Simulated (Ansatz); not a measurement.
AlSiNH₅F: geometry relaxation (part 2 of 2)

Continued. System: AlSiNH₅F, SMILES [NH2][Al]([F])[SiH3]. Method: RHF/def2-SVP (Ansatz 0.2.0). It belongs to a series of runs on one base structure; here: end point B relaxed.

Geometry of the input (Å):
```
N  0.6681  1.7577  -0.9813
Al 0.9667  0.1176  -0.1594
F  -0.4234  -0.7920  0.4541
Si 3.0702  -0.7581  0.0928
H  0.1020  2.3744  -0.3140
H  -0.0367  1.6309  -1.7850
H  3.9250  0.1804  0.8858
H  3.0381  -2.0429  0.7672
H  3.7541  -0.9396  -1.2758
```

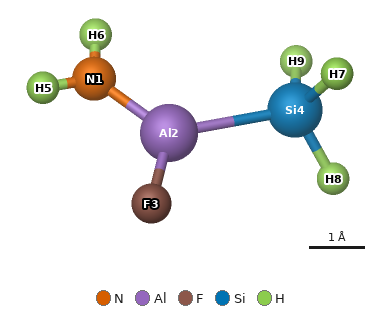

*The geometry at step 21 of the log (ball-and-stick view, seen at a tilt; atoms are numbered from 1 in the order of the input).*

### Trajectory as extended XYZ, continued
```
9
Properties=species:S:1:pos:R:3:forces:R:3 step=9 energy=-18706.93146
N     0.3742    1.6297   -0.9025    0.2130  -0.5135  -0.0301
Al    0.8165    0.1301   -0.0626   -0.0866   0.1085  -0.0373
F    -0.3414   -0.6247    0.8631    0.0660   0.1691  -0.0322
Si    3.0898   -0.7990    0.0139    0.0487  -0.0114  -0.0117
H    -0.3868    2.2093   -0.6022   -0.0495   0.0865  -0.3275
H     0.7448    1.9011   -1.8019   -0.1933   0.1937   0.4602
H     3.9053    0.0997    0.8777    0.0264  -0.0398  -0.0108
H     3.1062   -2.1570    0.6141    0.0151   0.0027  -0.0210
H     3.7556   -0.8609   -1.3152   -0.0397   0.0042   0.0102
9
Properties=species:S:1:pos:R:3:forces:R:3 step=10 energy=-18706.96512
N     0.3242    1.5561   -0.9208    0.7455   1.4077  -1.6396
Al    0.8200    0.1536   -0.0433    0.1747  -0.8012   0.5835
F    -0.3440   -0.5321    0.9192   -0.0168  -0.0280   0.0828
Si    3.0907   -0.7953    0.0193    0.0979  -0.0320  -0.0276
H    -0.4891    2.1101   -0.7307   -0.0818  -0.0495  -0.1185
H     0.8732    1.9886   -1.6857   -0.8441  -0.5329   1.1709
H     3.9546    0.0575    0.8847   -0.0232  -0.0153  -0.0432
H     3.1238   -2.1733    0.5738   -0.0567   0.0235  -0.0077
H     3.7107   -0.8370   -1.3322    0.0045   0.0277  -0.0007
9
Properties=species:S:1:pos:R:3:forces:R:3 step=11 energy=-18707.01051
N     0.3404    1.5588   -0.9318    0.0052   0.4893  -0.1669
Al    0.8331    0.1783    0.0610   -0.1974   0.0200  -0.3977
F    -0.3684   -0.5372    0.9588    0.1161   0.0913   0.0485
Si    3.1026   -0.7908    0.0102   -0.0536   0.0781   0.1377
H    -0.5643    2.0214   -0.8822    0.6375  -0.3182  -0.1200
H     0.9536    2.0450   -1.5838   -0.5414  -0.3099   0.5037
H     3.9981    0.0467    0.8559    0.0380  -0.0826  -0.0033
H     3.0806   -2.1739    0.5535    0.0701   0.0313  -0.0205
H     3.6885   -0.8200   -1.3572   -0.0744   0.0008   0.0186
9
Properties=species:S:1:pos:R:3:forces:R:3 step=12 energy=-18707.04017
N     0.3494    1.5626   -0.9308   -0.0095   0.0080  -0.0319
Al    0.8221    0.1740    0.0404   -0.0046  -0.0540   0.0591
F    -0.3480   -0.4897    1.0149    0.0377   0.0461  -0.0467
Si    3.0925   -0.7876    0.0245   -0.0048   0.0054   0.0065
H    -0.5645    1.9762   -0.9429    0.0191  -0.0032   0.0053
H     0.9503    2.0471   -1.5709   -0.0293   0.0001   0.0191
H     4.0085   -0.0001    0.8928   -0.0095   0.0057  -0.0013
H     3.0997   -2.1911    0.5090   -0.0050   0.0012  -0.0161
H     3.6542   -0.7629   -1.3527    0.0060  -0.0093   0.0061
9
Properties=species:S:1:pos:R:3:forces:R:3 step=13 energy=-18707.04115
N     0.3412    1.5583   -0.9430    0.0240  -0.0197   0.0043
Al    0.8331    0.1814    0.0385   -0.0067   0.0209  -0.0143
F    -0.3332   -0.4597    1.0289   -0.0017  -0.0002   0.0051
Si    3.0975   -0.7918    0.0260    0.0100   0.0000  -0.0095
H    -0.5747    1.9666   -0.9347   -0.0073  -0.0018   0.0052
H     0.9247    2.0513   -1.5919   -0.0021  -0.0075   0.0047
H     4.0053   -0.0235    0.9191   -0.0036   0.0041   0.0025
H     3.0922   -2.2040    0.4843   -0.0109   0.0018  -0.0044
H     3.6782   -0.7501   -1.3429   -0.0018   0.0025   0.0063
9
Properties=species:S:1:pos:R:3:forces:R:3 step=14 energy=-18707.04130
N     0.3389    1.5526   -0.9496    0.0077  -0.0131   0.0026
Al    0.8394    0.1840    0.0376    0.0061   0.0357  -0.0064
F    -0.3196   -0.4403    1.0467   -0.0095  -0.0154   0.0113
Si    3.1017   -0.7915    0.0248   -0.0245   0.0033  -0.0100
H    -0.5777    1.9586   -0.9316   -0.0180   0.0060   0.0017
H     0.9127    2.0446   -1.6071    0.0129  -0.0039  -0.0085
H     4.0000   -0.0374    0.9399    0.0012  -0.0175  -0.0028
H     3.0740   -2.2105    0.4619    0.0227   0.0082  -0.0046
H     3.6949   -0.7317   -1.3382    0.0014  -0.0033   0.0166
9
Properties=species:S:1:pos:R:3:forces:R:3 step=15 energy=-18707.04162
N     0.3367    1.5496   -0.9546   -0.0176  -0.0075   0.0128
Al    0.8405    0.1883    0.0411    0.0034   0.0348  -0.0103
F    -0.3159   -0.4264    1.0590   -0.0071  -0.0165   0.0126
Si    3.1007   -0.7910    0.0256    0.0110  -0.0144  -0.0057
H    -0.5806    1.9551   -0.9336    0.0045  -0.0010  -0.0018
H     0.9068    2.0387   -1.6172    0.0162  -0.0025  -0.0130
H     3.9996   -0.0521    0.9527   -0.0089  -0.0096  -0.0025
H     3.0745   -2.2158    0.4447    0.0063   0.0120  -0.0028
H     3.7020   -0.7180   -1.3332   -0.0078   0.0048   0.0108
9
Properties=species:S:1:pos:R:3:forces:R:3 step=16 energy=-18707.04207
N     0.3341    1.5414   -0.9658   -0.0553   0.0092   0.0227
Al    0.8442    0.1980    0.0505   -0.0108   0.0108  -0.0007
F    -0.3048   -0.3963    1.0898    0.0065  -0.0040   0.0010
Si    3.0996   -0.7909    0.0280    0.0461  -0.0302   0.0036
H    -0.5838    1.9474   -0.9397    0.0442  -0.0104  -0.0112
H     0.8969    2.0198   -1.6425    0.0096  -0.0072  -0.0078
H     3.9942   -0.0832    0.9850   -0.0220  -0.0134  -0.0201
H     3.0735   -2.2293    0.4034   -0.0105   0.0378  -0.0084
H     3.7104   -0.6786   -1.3245   -0.0079   0.0075   0.0208
9
Properties=species:S:1:pos:R:3:forces:R:3 step=17 energy=-18707.04241
N     0.3314    1.5335   -0.9746   -0.0635   0.0150   0.0178
Al    0.8462    0.2055    0.0591   -0.0240  -0.0071   0.0231
F    -0.2932   -0.3700    1.1215    0.0360   0.0156  -0.0305
Si    3.0990   -0.7888    0.0282    0.0746  -0.0465   0.0159
H    -0.5854    1.9420   -0.9454    0.0516  -0.0068  -0.0178
H     0.8881    1.9974   -1.6668   -0.0025  -0.0153   0.0076
H     3.9888   -0.1121    1.0140   -0.0417  -0.0247  -0.0377
H     3.0648   -2.2386    0.3634   -0.0085   0.0662  -0.0161
H     3.7246   -0.6406   -1.3152   -0.0219   0.0036   0.0377
9
Properties=species:S:1:pos:R:3:forces:R:3 step=18 energy=-18707.04277
N     0.3288    1.5294   -0.9795   -0.0332   0.0109   0.0103
Al    0.8500    0.2118    0.0643   -0.0302  -0.0222   0.0219
F    -0.2825   -0.3561    1.1386    0.0372   0.0237  -0.0331
Si    3.1001   -0.7891    0.0289    0.0590  -0.0270   0.0138
H    -0.5869    1.9393   -0.9495    0.0295   0.0015  -0.0158
H     0.8818    1.9844   -1.6809   -0.0084  -0.0193   0.0170
H     3.9835   -0.1284    1.0315   -0.0360  -0.0347  -0.0441
H     3.0581   -2.2442    0.3403   -0.0010   0.0707  -0.0163
H     3.7313   -0.6188   -1.3095   -0.0170  -0.0036   0.0463
9
Properties=species:S:1:pos:R:3:forces:R:3 step=19 energy=-18707.04324
N     0.3207    1.5168   -0.9917    0.0546  -0.0059  -0.0363
Al    0.8530    0.2197    0.0733   -0.0288   0.0109   0.0459
F    -0.2587   -0.3169    1.1858    0.0505   0.0290  -0.0592
Si    3.1025   -0.7843    0.0299    0.0504  -0.0320   0.0094
H    -0.5879    1.9390   -0.9559   -0.0239   0.0174  -0.0120
H     0.8647    1.9426   -1.7198   -0.0414  -0.0415   0.0678
H     3.9753   -0.1766    1.0759   -0.0555  -0.0407  -0.0628
H     3.0380   -2.2515    0.2777    0.0212   0.0788  -0.0203
H     3.7565   -0.5605   -1.2909   -0.0272  -0.0162   0.0677
9
Properties=species:S:1:pos:R:3:forces:R:3 step=20 energy=-18707.04357
N     0.3173    1.5121   -0.9967    0.0712  -0.0015  -0.0257
Al    0.8575    0.2329    0.0862   -0.0624  -0.0360   0.0058
F    -0.2510   -0.2967    1.2054    0.0585   0.0421  -0.0504
Si    3.0998   -0.7859    0.0297    0.0882  -0.0211   0.0182
H    -0.5925    1.9320   -0.9675   -0.0244   0.0169  -0.0059
H     0.8604    1.9294   -1.7304   -0.0420  -0.0397   0.0668
H     3.9666   -0.1984    1.0920   -0.0431  -0.0388  -0.0605
H     3.0424   -2.2582    0.2477   -0.0095   0.0842  -0.0129
H     3.7637   -0.5390   -1.2821   -0.0365  -0.0060   0.0645
9
Properties=species:S:1:pos:R:3:forces:R:3 step=21 energy=-18707.04427
N     0.3171    1.5087   -0.9989    0.0273  -0.0092  -0.0032
Al    0.8580    0.2317    0.0858   -0.0429  -0.0107   0.0124
F    -0.2468   -0.2875    1.2120    0.0347   0.0237  -0.0326
Si    3.1004   -0.7854    0.0313    0.0582  -0.0134   0.0051
H    -0.5922    1.9305   -0.9693   -0.0064   0.0063  -0.0040
H     0.8592    1.9229   -1.7338   -0.0163  -0.0193   0.0292
H     3.9660   -0.2070    1.0976   -0.0331  -0.0285  -0.0438
H     3.0400   -2.2581    0.2376   -0.0029   0.0611  -0.0108
H     3.7625   -0.5273   -1.2780   -0.0186  -0.0100   0.0478
9
Properties=species:S:1:pos:R:3:forces:R:3 step=22 energy=-18707.04488
N     0.3142    1.5019   -1.0020   -0.0198   0.0248  -0.0217
Al    0.8566    0.2346    0.0904    0.0406  -0.0183   0.0082
F    -0.2383   -0.2706    1.2296   -0.0085  -0.0008   0.0052
Si    3.1015   -0.7828    0.0309   -0.0185   0.0095  -0.0017
H    -0.5940    1.9272   -0.9781    0.0060  -0.0054   0.0048
H     0.8576    1.9081   -1.7396    0.0019  -0.0079   0.0034
H     3.9623   -0.2266    1.1081   -0.0006  -0.0005   0.0043
H     3.0335   -2.2551    0.2132   -0.0009  -0.0038  -0.0014
H     3.7707   -0.5084   -1.2683   -0.0002   0.0024  -0.0011
9
Properties=species:S:1:pos:R:3:forces:R:3 step=23 energy=-18707.04527
N     0.3104    1.4927   -1.0094   -0.0126   0.0211  -0.0210
Al    0.8606    0.2416    0.0983    0.0236  -0.0069   0.0084
F    -0.2234   -0.2438    1.2565   -0.0070   0.0003   0.0019
Si    3.1019   -0.7809    0.0320   -0.0166   0.0053  -0.0016
H    -0.5958    1.9223   -0.9862    0.0071  -0.0099   0.0083
H     0.8502    1.8847   -1.7574   -0.0004  -0.0077   0.0044
H     3.9548   -0.2568    1.1319   -0.0028  -0.0068  -0.0071
H     3.0250   -2.2580    0.1740    0.0061   0.0091  -0.0039
H     3.7804   -0.4734   -1.2554    0.0027  -0.0045   0.0104
9
Properties=species:S:1:pos:R:3:forces:R:3 step=24 energy=-18707.04414 accepted=F
N     0.2967    1.4640   -1.0323    0.0458   0.0130  -0.0483
Al    0.8705    0.2644    0.1232   -0.0686   0.0286   0.0389
F    -0.1787   -0.1566    1.3413    0.0483   0.0259  -0.0738
Si    3.1010   -0.7744    0.0348    0.0914  -0.0702   0.0141
H    -0.6031    1.9075   -1.0123    0.0190  -0.0257   0.0181
H     0.8256    1.8106   -1.8123   -0.0469  -0.0360   0.0704
H     3.9324   -0.3557    1.2030   -0.0713  -0.0426  -0.1146
H     3.0029   -2.2647    0.0493    0.0223   0.1495  -0.0069
H     3.8168   -0.3668   -1.2103   -0.0400  -0.0425   0.1021
9
Properties=species:S:1:pos:R:3:forces:R:3 step=25 energy=-18707.02924 accepted=F
N     0.2999    1.4983   -1.0188    0.3795  -0.6289   0.5930
Al    0.8665    0.2611    0.1153   -0.2848   0.1529  -0.2740
F    -0.2349   -0.2320    1.2555    0.0708   0.0292   0.0124
Si    3.0871   -0.7743    0.0245    0.3109  -0.1082   0.0669
H    -0.6019    1.9191   -0.9715   -0.2381   0.2315  -0.1451
H     0.8506    1.8618   -1.7655   -0.0147   0.2255  -0.2460
H     3.9492   -0.2752    1.1276   -0.0236   0.0501   0.0512
H     3.0391   -2.2525    0.1578   -0.1109  -0.0205   0.0012
H     3.8086   -0.4781   -1.2407   -0.0891   0.0684  -0.0596
9
Properties=species:S:1:pos:R:3:forces:R:3 step=26 energy=-18707.04547
N     0.3084    1.4900   -1.0126    0.0011   0.0010  -0.0032
Al    0.8634    0.2455    0.1008    0.0020   0.0024  -0.0008
F    -0.2182   -0.2322    1.2647   -0.0011   0.0011   0.0017
Si    3.1017   -0.7803    0.0324   -0.0012   0.0002  -0.0005
H    -0.5975    1.9197   -0.9861    0.0014  -0.0034   0.0026
H     0.8443    1.8765   -1.7661   -0.0016  -0.0016   0.0002
H     3.9518   -0.2700    1.1405   -0.0014  -0.0021  -0.0006
H     3.0229   -2.2584    0.1590    0.0001   0.0022  -0.0023
H     3.7874   -0.4625   -1.2483    0.0009   0.0002   0.0030
9
Properties=species:S:1:pos:R:3:forces:R:3 step=27 energy=-18707.04581
N     0.2980    1.4713   -1.0295    0.0460  -0.0142  -0.0046
Al    0.8744    0.2653    0.1172   -0.0627   0.0142  -0.0013
F    -0.1852   -0.1681    1.3203    0.0345   0.0164  -0.0333
Si    3.1026   -0.7772    0.0338    0.0503  -0.0263   0.0134
H    -0.6054    1.9056   -0.9982   -0.0022  -0.0001  -0.0012
H     0.8197    1.8283   -1.8083   -0.0278  -0.0146   0.0354
H     3.9328   -0.3417    1.1908   -0.0224  -0.0185  -0.0400
H     3.0070   -2.2621    0.0711    0.0021   0.0520  -0.0022
H     3.8201   -0.3930   -1.2129   -0.0178  -0.0090   0.0339
9
Properties=species:S:1:pos:R:3:forces:R:3 step=28 energy=-18707.04593
N     0.2981    1.4724   -1.0289    0.0203  -0.0161  -0.0004
Al    0.8716    0.2620    0.1133   -0.0311   0.0198   0.0294
F    -0.1875   -0.1706    1.3167    0.0246   0.0079  -0.0309
Si    3.1028   -0.7760    0.0355    0.0411  -0.0272   0.0002
H    -0.6049    1.9075   -0.9964   -0.0042  -0.0001  -0.0012
H     0.8194    1.8302   -1.8067   -0.0099  -0.0026   0.0098
H     3.9392   -0.3414    1.1870   -0.0275  -0.0027  -0.0178
H     3.0069   -2.2595    0.0764   -0.0001   0.0246  -0.0035
H     3.8188   -0.3963   -1.2124   -0.0132  -0.0036   0.0142
9
Properties=species:S:1:pos:R:3:forces:R:3 step=29 energy=-18707.04613
N     0.2990    1.4688   -1.0304   -0.0091   0.0042   0.0000
Al    0.8738    0.2662    0.1176    0.0082  -0.0064   0.0036
F    -0.1823   -0.1621    1.3233   -0.0041   0.0013   0.0028
Si    3.1027   -0.7762    0.0348    0.0022  -0.0019   0.0010
H    -0.6049    1.9018   -0.9990   -0.0026   0.0036  -0.0039
H     0.8188    1.8244   -1.8097    0.0003   0.0022  -0.0040
H     3.9322   -0.3487    1.1918    0.0019  -0.0019   0.0018
H     3.0045   -2.2584    0.0642    0.0015  -0.0021  -0.0005
H     3.8203   -0.3875   -1.2082    0.0017   0.0008  -0.0008
9
Properties=species:S:1:pos:R:3:forces:R:3 step=30 energy=-18707.04625
N     0.2958    1.4629   -1.0355   -0.0038   0.0064  -0.0052
Al    0.8771    0.2729    0.1225    0.0042  -0.0067   0.0006
F    -0.1717   -0.1410    1.3398   -0.0002   0.0038  -0.0016
Si    3.1033   -0.7754    0.0356    0.0112  -0.0066   0.0048
H    -0.6080    1.8964   -1.0030   -0.0001   0.0029  -0.0042
H     0.8104    1.8100   -1.8225   -0.0059  -0.0039   0.0084
H     3.9267   -0.3728    1.2064   -0.0040  -0.0040  -0.0084
H     3.0002   -2.2582    0.0368    0.0007   0.0102  -0.0012
H     3.8304   -0.3663   -1.1958   -0.0022  -0.0021   0.0069
9
Properties=species:S:1:pos:R:3:forces:R:3 step=31 energy=-18707.04631
N     0.2902    1.4535   -1.0438    0.0005   0.0044  -0.0068
Al    0.8825    0.2831    0.1292    0.0022  -0.0030   0.0000
F    -0.1537   -0.1068    1.3655    0.0061   0.0064  -0.0113
Si    3.1049   -0.7740    0.0368    0.0188  -0.0131   0.0081
H    -0.6133    1.8875   -1.0082    0.0020   0.0031  -0.0056
H     0.7956    1.7872   -1.8428   -0.0108  -0.0102   0.0214
H     3.9172   -0.4115    1.2294   -0.0132  -0.0087  -0.0244
H     2.9920   -2.2565   -0.0073    0.0038   0.0278   0.0003
H     3.8488   -0.3341   -1.1745   -0.0094  -0.0066   0.0184
9
Properties=species:S:1:pos:R:3:forces:R:3 step=32 energy=-18707.04637
N     0.2900    1.4537   -1.0438   -0.0048   0.0042  -0.0015
Al    0.8825    0.2833    0.1289    0.0077  -0.0052  -0.0028
F    -0.1537   -0.1068    1.3648    0.0001   0.0039  -0.0036
Si    3.1048   -0.7742    0.0371    0.0114  -0.0077   0.0037
H    -0.6136    1.8876   -1.0083    0.0016   0.0024  -0.0045
H     0.7955    1.7877   -1.8422   -0.0046  -0.0063   0.0112
H     3.9173   -0.4117    1.2286   -0.0066  -0.0039  -0.0120
H     2.9930   -2.2562   -0.0067   -0.0003   0.0148   0.0003
H     3.8484   -0.3350   -1.1741   -0.0046  -0.0022   0.0093
```

### Results in brief

| quantity | value |
| --- | --- |
| outcome | converged |
| total energy | −18707.0464 eV |
| mean-field energy | −18707.0464 eV |
| largest force (length of the vector) at the end | 0.015 eV/Å |
| wall time | 42 s |
| peak memory | 0.27 GiB |
